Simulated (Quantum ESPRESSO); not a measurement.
# The valence band of H2CClF as photoemission sees it, part 3 of 12

What would valence photoemission of H2CClF look like, and what sets its shape?

Quantum ESPRESSO 7.5; DFT, PBEsol, plane waves, ultrasoft GBRV pseudopotentials, scalar-relativistic (the session's first sound run).

So far. Step 2 (The base run: self-consistent run): At this level the gap is 5.93 eV on the k-mesh of the self-consistent run, which can miss the band edges.

## (4) Projected DOS and spectra

projwfc.x splits the states by atom and shell, which the spectra need, since each shell has its own cross section.

File projwfc.in:

```
&projwfc
  prefix = 'pes'
  outdir = './tmp'
  filpdos = 'pes'
  ngauss = 0
  degauss = 0.00735
  DeltaE = 0.05
  Emin = -34.03
  Emax = 13.97
/
```

The run is started by

```
> OMP_NUM_THREADS=1 mpirun -n 4 projwfc.x -nk 4 -in projwfc.in > projwfc.out
```

The log of the run:

```text
[banner, memory and clock lines left out]
Program PROJWFC v.7.5 starts

          URL

     ./tmp/pes.save/

     IMPORTANT: XC functional enforced from input :
     Exchange-correlation= PBESOL
                           (   1   4  10   8   0   0   0)
     Any further DFT definition will be discarded
     Please, verify this is what you really want

     G-vector sticks info

     negative rho (up, down):  3.000E-02 0.000E+00

     Gaussian broadening (read from input): ngauss,degauss=   0    0.007350

     Calling projwave ....

  Problem Sizes
  natomwfc =           28
  nbnd     =           44
  nkstot   =          130
  npwx     =         3890
  nkb      =           76

     Atomic states used for projection
     (read from pseudopotential files):

     state #   1: atom   1 (Cl ), wfc  1 (l=0 m= 1)
     state #   2: atom   1 (Cl ), wfc  2 (l=1 m= 1)
     state #   3: atom   1 (Cl ), wfc  2 (l=1 m= 2)
     state #   4: atom   1 (Cl ), wfc  2 (l=1 m= 3)
     state #   5: atom   2 (Cl ), wfc  1 (l=0 m= 1)
     state #   6: atom   2 (Cl ), wfc  2 (l=1 m= 1)
     state #   7: atom   2 (Cl ), wfc  2 (l=1 m= 2)
     state #   8: atom   2 (Cl ), wfc  2 (l=1 m= 3)
     state #   9: atom   3 (F  ), wfc  1 (l=0 m= 1)
     state #  10: atom   3 (F  ), wfc  2 (l=1 m= 1)
     state #  11: atom   3 (F  ), wfc  2 (l=1 m= 2)
     state #  12: atom   3 (F  ), wfc  2 (l=1 m= 3)
     state #  13: atom   4 (F  ), wfc  1 (l=0 m= 1)
     state #  14: atom   4 (F  ), wfc  2 (l=1 m= 1)
     state #  15: atom   4 (F  ), wfc  2 (l=1 m= 2)
     state #  16: atom   4 (F  ), wfc  2 (l=1 m= 3)
     state #  17: atom   5 (C  ), wfc  1 (l=0 m= 1)
     state #  18: atom   5 (C  ), wfc  2 (l=1 m= 1)
     state #  19: atom   5 (C  ), wfc  2 (l=1 m= 2)
     state #  20: atom   5 (C  ), wfc  2 (l=1 m= 3)
     state #  21: atom   6 (C  ), wfc  1 (l=0 m= 1)
     state #  22: atom   6 (C  ), wfc  2 (l=1 m= 1)
     state #  23: atom   6 (C  ), wfc  2 (l=1 m= 2)
     state #  24: atom   6 (C  ), wfc  2 (l=1 m= 3)
     state #  25: atom   7 (H  ), wfc  1 (l=0 m= 1)
     state #  26: atom   8 (H  ), wfc  1 (l=0 m= 1)
     state #  27: atom   9 (H  ), wfc  1 (l=0 m= 1)
     state #  28: atom  10 (H  ), wfc  1 (l=0 m= 1)

 k =   0.0000000000  0.0000000000  0.0000000000
==== e(   1) =   -24.43038 eV ====
     psi = 0.381*[#   9]+0.381*[#  13]+0.041*[#  17]+0.041*[#  21]+0.034*[#  18]
          +0.034*[#  22]+0.013*[#  20]+0.013*[#  24]+0.009*[#  27]+0.009*[#  28]
          +0.009*[#  10]+0.009*[#  14]+0.006*[#  25]+0.006*[#  26]+0.003*[#  12]
          +0.003*[#  16]+0.001*[#   1]
    |psi|^2 = 0.997
==== e(   2) =   -24.31263 eV ====
     psi = 0.395*[#   9]+0.395*[#  13]+0.040*[#  17]+0.040*[#  21]+0.028*[#  18]
          +0.028*[#  22]+0.016*[#  20]+0.016*[#  24]+0.009*[#  10]+0.009*[#  14]
          +0.003*[#  12]+0.003*[#  16]+0.003*[#  27]+0.003*[#  28]+0.002*[#  25]
          +0.002*[#  26]
    |psi|^2 = 0.997
==== e(   3) =   -15.23659 eV ====
     psi = 0.329*[#   1]+0.329*[#   5]+0.058*[#  17]+0.058*[#  21]+0.034*[#  18]
          +0.034*[#  22]+0.020*[#  25]+0.020*[#  26]+0.017*[#  19]+0.017*[#  23]
          +0.013*[#   9]+0.013*[#  13]+0.013*[#  27]+0.013*[#  28]+0.004*[#   3]
          +0.004*[#   7]+0.004*[#  10]+0.004*[#  14]+0.002*[#   2]+0.002*[#   6]

    |psi|^2 = 0.995
==== e(   4) =   -15.04874 eV ====
     psi = 0.327*[#   1]+0.327*[#   5]+0.066*[#  17]+0.066*[#  21]+0.026*[#  18]
          +0.026*[#  22]+0.019*[#  19]+0.019*[#  23]+0.013*[#   9]+0.013*[#  13]
          +0.011*[#  25]+0.011*[#  26]+0.011*[#  27]+0.011*[#  28]+0.008*[#  10]
          +0.008*[#  14]+0.006*[#   3]+0.006*[#   7]+0.006*[#   2]+0.006*[#   6]
          +0.001*[#   4]+0.001*[#   8]+0.001*[#  12]+0.001*[#  16]
    |psi|^2 = 0.995
==== e(   5) =   -10.45443 eV ====
     psi = 0.138*[#  17]+0.138*[#  21]+0.099*[#   1]+0.099*[#   5]+0.058*[#  10]
          +0.058*[#  14]+0.045*[#  25]+0.045*[#  26]+0.036*[#  27]+0.036*[#  28]
          +0.036*[#  12]+0.036*[#  16]+0.034*[#   9]+0.034*[#  13]+0.017*[#  19]
          +0.017*[#  23]+0.010*[#  20]+0.010*[#  24]+0.009*[#   3]+0.009*[#   7]
          +0.008*[#   2]+0.008*[#   6]+0.003*[#   4]+0.003*[#   8]+0.002*[#  11]
          +0.002*[#  15]
    |psi|^2 = 0.989
==== e(   6) =   -10.17668 eV ====
     psi = 0.154*[#  17]+0.154*[#  21]+0.093*[#   1]+0.093*[#   5]+0.063*[#  10]
          +0.063*[#  14]+0.043*[#   9]+0.043*[#  13]+0.032*[#  12]+0.032*[#  16]
          +0.024*[#  25]+0.024*[#  26]+0.020*[#   3]+0.020*[#   7]+0.020*[#  27]
[...]
+0.003*[#   8]
    |psi|^2 = 0.979
==== e(   7) =    -6.79094 eV ====
     psi = 0.136*[#  10]+0.136*[#  14]+0.092*[#  19]+0.092*[#  23]+0.060*[#  25]
[...]
+0.005*[#  17]+0.005*[#  21]
    |psi|^2 = 0.984
==== e(   8) =    -6.35582 eV ====
     psi = 0.099*[#  20]+0.099*[#  24]+0.094*[#  11]+0.094*[#  15]+0.088*[#  10]
[...]
+0.004*[#   3]+0.004*[#   7]+0.002*[#   9]+0.002*[#  13]
    |psi|^2 = 0.990
==== e(   9) =    -6.33208 eV ====
     psi = 0.148*[#  10]+0.148*[#  14]+0.096*[#  12]+0.096*[#  16]+0.090*[#  18]
[...]
+0.005*[#   5]
    |psi|^2 = 0.987
==== e(  10) =    -6.00890 eV ====
     psi = 0.145*[#  20]+0.145*[#  24]+0.078*[#  10]+0.078*[#  14]+0.065*[#  19]
[...]
+0.001*[#  17]+0.001*[#  21]+0.001*[#   9]+0.001*[#  13]
    |psi|^2 = 0.990
==== e(  11) =    -5.67505 eV ====
     psi = 0.164*[#  12]+0.164*[#  16]+0.088*[#   3]+0.088*[#   7]+0.073*[#  18]
[...]
+0.003*[#  19]+0.003*[#  23]+0.001*[#  25]+0.001*[#  26]
    |psi|^2 = 0.986
==== e(  12) =    -5.32007 eV ====
     psi = 0.132*[#  11]+0.132*[#  15]+0.092*[#  19]+0.092*[#  23]+0.069*[#   2]
[...]
+0.003*[#   4]+0.003*[#   8]
    |psi|^2 = 0.991
==== e(  13) =    -2.91976 eV ====
     psi = 0.151*[#  11]+0.151*[#  15]+0.100*[#   3]+0.100*[#   7]+0.090*[#  12]
[...]
+0.003*[#  18]+0.003*[#  22]
    |psi|^2 = 0.989
==== e(  14) =    -2.86685 eV ====
     psi = 0.185*[#  12]+0.185*[#  16]+0.092*[#   3]+0.092*[#   7]+0.074*[#  27]
[...]
+0.002*[#   5]+0.001*[#  25]+0.001*[#  26]
    |psi|^2 = 0.989
==== e(  15) =    -2.63573 eV ====
     psi = 0.149*[#  11]+0.149*[#  15]+0.112*[#  12]+0.112*[#  16]+0.041*[#   2]
[...]
+0.015*[#   4]+0.015*[#   8]
    |psi|^2 = 0.989
==== e(  16) =    -2.61524 eV ====
     psi = 0.294*[#  11]+0.294*[#  15]+0.056*[#  19]+0.056*[#  23]+0.054*[#   4]
[...]
+0.002*[#  16]+0.002*[#  10]+0.002*[#  14]
    |psi|^2 = 0.992
[...]
+0.002*[#   3]+0.002*[#   7]+0.001*[#  18]+0.001*[#  22]
[...]
+0.011*[#  26]+0.003*[#  27]+0.003*[#  28]
[...]
+0.002*[#  15]
[...]
+0.001*[#  12]+0.001*[#  16]
[...]
+0.002*[#   8]+0.001*[#  11]+0.001*[#  15]
[...]
+0.001*[#   1]+0.001*[#   5]
[...]
+0.002*[#  24]+0.002*[#  25]+0.002*[#  26]
[...]
+0.003*[#  12]+0.003*[#  16]+0.002*[#  20]+0.002*[#  24]
[...]
+0.001*[#   9]+0.001*[#  13]
[...]
+0.001*[#  21]
[...]
+0.003*[#  21]+0.002*[#  18]+0.002*[#  22]
[...]
+0.001*[#   6]
[...]
+0.003*[#   3]+0.003*[#   7]
[...]
+0.001*[#  17]+0.001*[#  19]+0.001*[#  21]+0.001*[#  23]
[...]
psi = 0.002*[#  25]+0.002*[#  26]
[...]
psi = 0.001*[#  17]+0.001*[#  21]+0.001*[#  25]+0.001*[#  26]
[...]
k =   0.0000000000  0.0000000000  0.1301581370
[...]
+0.002*[#  26]
[...]
+0.001*[#   4]+0.001*[#   8]
[...]
+0.001*[#   4]+0.001*[#   8]
[...]
+0.002*[#  15]+0.001*[#  18]+0.001*[#  22]
[...]
+0.003*[#   8]
[...]
+0.006*[#  17]+0.006*[#  21]+0.002*[#   4]+0.002*[#   8]
[...]
+0.007*[#   7]+0.006*[#   1]+0.006*[#   5]
[...]
+0.009*[#   8]+0.009*[#   1]+0.009*[#   5]
[...]
+0.001*[#   9]+0.001*[#  13]+0.001*[#   3]+0.001*[#   7]
[...]
+0.001*[#   8]
[...]
+0.003*[#   4]+0.003*[#   8]+0.002*[#  27]+0.002*[#  28]
[...]
+0.006*[#  18]+0.006*[#  22]
[...]
+0.011*[#  18]+0.011*[#  22]
[...]
+0.001*[#  13]
[...]
+0.006*[#  18]+0.006*[#  22]+0.001*[#   1]+0.001*[#   5]
[...]
+0.002*[#   9]+0.002*[#  13]+0.001*[#  18]+0.001*[#  22]
[...]
+0.002*[#  18]+0.002*[#  22]+0.001*[#  17]+0.001*[#  21]
[...]
+0.001*[#  12]+0.001*[#  14]+0.001*[#  16]
[...]
+0.003*[#  13]
[...]
+0.005*[#  15]
[...]
+0.001*[#   5]+0.001*[#   7]
[...]
+0.005*[#   6]+0.002*[#  11]+0.002*[#  15]
[...]
+0.001*[#   7]
[...]
+0.006*[#  14]+0.002*[#  12]+0.002*[#  16]+0.001*[#   9]
[...]
+0.002*[#  17]+0.002*[#  21]
[...]
+0.001*[#  16]
[...]
+0.002*[#   6]+0.001*[#  10]+0.001*[#  14]
[...]
+0.003*[#  14]+0.002*[#  27]+0.002*[#  28]
[...]
psi = 0.002*[#  18]+0.002*[#  22]+0.001*[#  27]+0.001*[#  28]
[...]
+0.001*[#  28]+0.001*[#  18]+0.001*[#  22]
[...]
k =   0.0000000000  0.0000000000  0.2603162740
[...]
+0.003*[#  16]+0.001*[#   2]+0.001*[#   6]
[...]
+0.002*[#  22]+0.001*[#  11]+0.001*[#  15]
[...]
psi = 0.003*[#  18]+0.003*[#  22]+0.001*[#  27]+0.001*[#  28]
[...]
k =   0.0000000000  0.0000000000 -0.3904744110
[...]
k =   0.0000000000  0.1513067483  0.0000000000
[...]
k =   0.0000000000  0.1513067483  0.1301581370
[...]
[... cut ...]
[...]
+0.001*[#   9]+0.001*[#  13]
[...]
+0.002*[#  28]+0.001*[#   1]+0.001*[#   5]
[...]
+0.001*[#   9]+0.001*[#  13]
[...]
+0.001*[#  11]+0.001*[#  15]
[...]
+0.001*[#   3]+0.001*[#   7]
[...]
+0.001*[#  13]+0.001*[#  12]+0.001*[#  16]
[...]
+0.002*[#  16]+0.002*[#   9]+0.002*[#  13]
[...]
+0.001*[#  21]
[...]
+0.003*[#  18]+0.003*[#  22]
[...]
+0.004*[#  21]+0.004*[#  22]+0.001*[#  10]+0.001*[#  14]
[...]
+0.002*[#  10]+0.002*[#  14]+0.002*[#  27]+0.002*[#  28]
[...]
+0.003*[#  18]+0.003*[#  22]
[...]
+0.002*[#  19]+0.002*[#  23]+0.001*[#  12]+0.001*[#  16]
[...]
k =  -0.5000000000  0.4539202450 -0.5549143978
[...]
+0.002*[#  28]
[...]
+0.001*[#  20]+0.001*[#  24]+0.001*[#   4]+0.001*[#   8]
[...]
+0.001*[#  20]+0.001*[#  24]+0.001*[#   4]+0.001*[#   8]
[...]
+0.003*[#  15]
[...]
+0.002*[#  15]
[...]
+0.003*[#   5]+0.002*[#  27]+0.002*[#  28]
[...]
+0.006*[#  21]+0.003*[#   9]+0.003*[#  13]
[...]
+0.002*[#   6]+0.002*[#   1]+0.002*[#   5]
[...]
+0.004*[#   6]
[...]
+0.003*[#  27]+0.003*[#  28]+0.002*[#   9]+0.002*[#  13]
[...]
+0.001*[#  21]
[...]
+0.001*[#  27]+0.001*[#  28]+0.001*[#   1]+0.001*[#   5]
[...]
+0.002*[#  18]+0.002*[#  22]+0.001*[#   2]+0.001*[#   6]
[...]
+0.001*[#  26]
    |psi|^2 = 0.991
==== e(  16) =    -2.55795 eV ====
     psi = 0.203*[#  11]+0.203*[#  15]+0.066*[#   2]+0.066*[#   6]+0.056*[#   3]
[...]
+0.002*[#   5]
    |psi|^2 = 0.990
==== e(  17) =    -1.52809 eV ====
     psi = 0.198*[#   2]+0.198*[#   6]+0.184*[#   4]+0.184*[#   8]+0.037*[#   3]
[...]
|psi|^2 = 0.993
==== e(  18) =    -1.33652 eV ====
     psi = 0.225*[#   4]+0.225*[#   8]+0.174*[#   2]+0.174*[#   6]+0.024*[#   3]
[...]
|psi|^2 = 0.993
==== e(  19) =    -0.67288 eV ====
     psi = 0.156*[#   3]+0.156*[#   7]+0.145*[#   4]+0.145*[#   8]+0.059*[#   2]
[...]
+0.004*[#  18]+0.004*[#  22]
    |psi|^2 = 0.984
==== e(  20) =    -0.65917 eV ====
     psi = 0.181*[#   3]+0.181*[#   7]+0.110*[#   4]+0.110*[#   8]+0.092*[#   2]
[...]
+0.006*[#  18]+0.006*[#  22]
    |psi|^2 = 0.988
==== e(  21) =     5.62494 eV ====
     psi = 0.087*[#  18]+0.087*[#  22]+0.072*[#  19]+0.072*[#  23]+0.069*[#   3]
[...]
+0.030*[#   1]+0.030*[#   5]+0.025*[#  20]+0.025*[#  24]+0.017*[#   4]
          +0.017*[#   8]+0.010*[#  10]+0.010*[#  14]+0.009*[#  25]+0.009*[#  26]
          +0.007*[#  11]+0.007*[#  15]+0.004*[#   9]+0.004*[#  13]+0.003*[#  12]
          +0.003*[#  16]+0.002*[#  27]+0.002*[#  28]
    |psi|^2 = 0.886
==== e(  22) =     5.98551 eV ====
     psi = 0.084*[#   3]+0.084*[#   7]+0.079*[#  18]+0.079*[#  22]+0.069*[#  19]
          +0.069*[#  23]+0.057*[#   2]+0.057*[#   6]+0.045*[#  17]+0.045*[#  21]
          +0.027*[#  20]+0.027*[#  24]+0.026*[#   1]+0.026*[#   5]+0.015*[#   4]
          +0.015*[#   8]+0.006*[#  27]+0.006*[#  28]+0.005*[#  10]+0.005*[#  14]
          +0.005*[#  25]+0.005*[#  26]+0.004*[#  11]+0.004*[#  15]+0.004*[#  12]
          +0.004*[#  16]+0.002*[#   9]+0.002*[#  13]
    |psi|^2 = 0.857
==== e(  23) =     7.12278 eV ====
     psi = 0.116*[#  18]+0.116*[#  22]+0.066*[#  20]+0.066*[#  24]+0.032*[#  10]
          +0.032*[#  14]+0.024*[#  25]+0.024*[#  26]+0.019*[#   9]+0.019*[#  13]
          +0.
```

Wall time 2.4 s (4 MPI ranks of Arm Neoverse V1, shared host); 10 s of CPU time.

This step gave:

- zero of energy: valence-band maximum
- gap from the DOS mesh: 5.922 eV
- share of occupied states in no projected shell: 0.0092 of the occupied states in the window

The DOS has structure finer than the step of the table below, so its rows give means over 2.5 eV, whole bins alone (the curve runs from -24.1 to 14.6 eV). Peaks (eV: height): total -23.77: 17.5, -14.47: 15.3, -5.77: 14.6, -1.87: 14.8; F 2p -5.77: 6.01, -4.97: 3.97, -2.17: 8.03, -1.87: 8.15; Cl 3p -4.97: 2.91, -1.87: 3.72, -0.87: 10.3, -0.27: 7.41; C 2p -5.77: 5.11, -4.97: 2.52, 6.53: 2.46, 7.53: 2.05; H 1s -9.87: 1.81, -5.77: 1.88, 9.23: 1.76, 9.93: 1.42.

Table of DOS by E, zero at the valence-band maximum; means over each step; 7 of 8 lines; values in states/eV/cell:

```
E (eV)   total    F 2p    Cl 3p    C 2p    H 1s     C 2s    Cl 3s
 -22.5   0.953  0.0230  0.00290  0.0878  0.0141   0.0766  0.00182
 -20.0       0       0        0       0       0        0        0
 -17.5       0       0        0       0       0        0        0
 -15.0    1.60  0.0224   0.0333   0.157  0.0696    0.201     1.07
 -12.5       0       0        0       0       0        0        0
 -10.0    1.60   0.301   0.0813  0.0865   0.248    0.458    0.285
  -7.5  0.0887  0.0429  0.00341  0.0261  0.0118  0.00107   1.4e-4
  -5.0    4.71    1.90    0.587    1.49   0.445   0.0438    0.118
  -2.5    3.20    1.80    0.787   0.297   0.262  0.00851  0.00726
   0.0    3.20   0.222     2.64   0.131   0.164  0.00957  0.00320
   2.5       0       0        0       0       0        0        0
   5.0   0.474  0.0140    0.124   0.167  0.0236   0.0573   0.0289
   7.5    3.08   0.195    0.421    1.07   0.264    0.210   0.0661
  10.0    3.89   0.104   0.0532   0.516   0.923    0.176  0.00784
  12.5    3.86  0.0594   0.0207   0.202   0.199   0.0713  0.00274
```

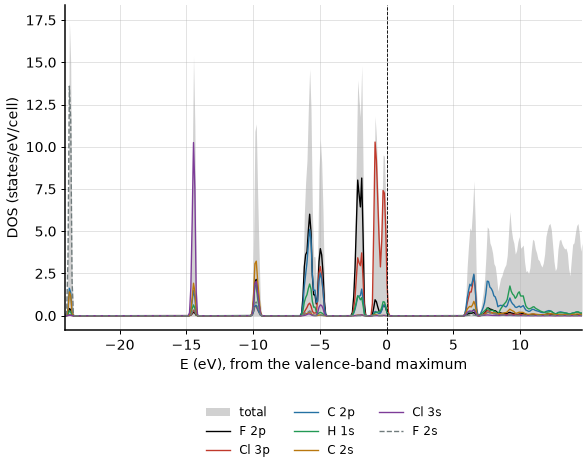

DOS against E.

Simulated valence spectra by photon energy, shown to 13 eV, since a deeper line would dwarf them at some energies; the 100 % can be that line's tail at the edge; this run's widths, added to any smearing of the DOS itself: Gaussian 0.15 eV, Lorentzian 0.2 eV plus 0.05 an eV of depth. Table of intensity by binding energy, zero at the valence-band maximum; values in % of the maximum within 13 eV:

```
binding energy (eV)  21.2 eV  150 eV  250 eV  1486.7 eV  5414.7 eV
                  0     54.3    32.9    44.9       49.6       19.6
                  2     82.0    99.0    99.1       58.3       22.0
                  4     6.30    6.31    6.56       6.05       5.00
                  6     55.0    51.0    48.1       31.3       21.9
                  8     2.37    3.01    3.40       5.40       6.20
                 10     14.1    24.8    31.1       65.2       79.6
                 12        -    1.98    2.68       7.58       10.6
```

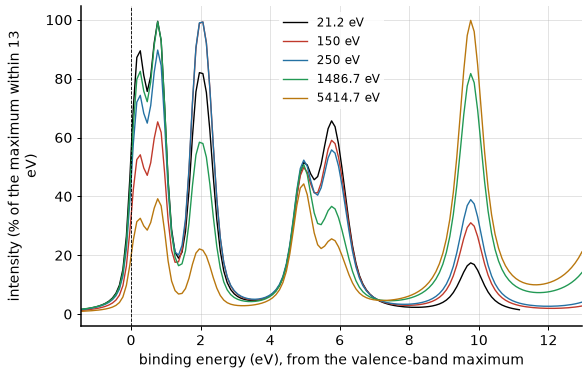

Intensity against binding energy.

(Part 3 of 12 ends here.)

[Logs are printed without paths, hosts, clocks, repeated set-up lines and the standing remarks that a program may print on its own settings, such as how far it seeks lower states.]

[Hosts, paths, dates, database ids (printed as entryN), source tags and the programs' standing remarks are cut or masked in the printed files.]

[Maps of the electrostatic potential energy from Ansatz leave out the sawtooth potential of an applied field or a dipole correction, so their vacuum need not be flat; work functions include it.]

[Peak lists hold at most the 14 tallest peaks of each spectrum; further lines can be left out.]
